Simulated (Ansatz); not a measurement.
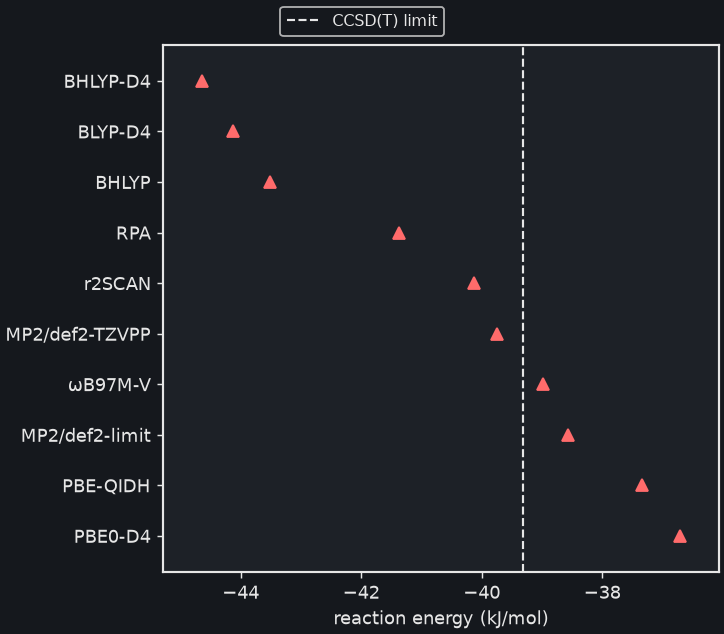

Electronic reaction energy of SnSiNH₇ ([SiH3][NH][SnH3]) + SiHOBr (O[Si]Br) [singlet] → Si₂H₃OBr ([SiH3]O[Si]Br) [singlet] + SnNH₅ ([NH2][SnH3]) (SMILES in brackets) at several levels (functionals in def2-TZVPP unless a basis is named), isolated molecules at PBE0-D4 triple-zeta geometries, minima by their frequencies, no zero-point or thermal terms, the Ansatz code. The line is frozen-core CCSD(T) at the basis limit (MP2 extrapolated from triple and quadruple zeta, plus CCSD(T) less MP2 in a smaller set). RPA and PBE-QIDH hold a correlation term that converges slowly with the basis, so part of the distance to the limit is basis error. No dispersion term is added to BHLYP, r2SCAN and PBE-QIDH. The distance of MP2/def2-TZVPP to the limit includes basis error. Core potentials past Kr.

Q: What do zero-point energy and temperature add?

A: Zero-point change 1.7 kJ/mol; at 298.15 K and 1 bar the CCSD(T) limit plus thermal terms gives an enthalpy of reaction of −37.6 and a free energy of −34.7 kJ/mol (harmonic PBE0-D4 modes, ideal gas).

Q: Which level comes closest to the line (CCSD(T) limit), and which misses most?

A: Closest ωB97M-V (−39.0 kJ/mol), against −39.3 kJ/mol; farthest BHLYP-D4 (−44.6 kJ/mol).

Known limits of this run: no scalar relativity up to krypton; outer-core shells are correlated without core-valence functions, which makes the correlated values less sure; spin-orbit coupling is left out, and with Sn it can shift these values; one conformer of each flexible molecule.
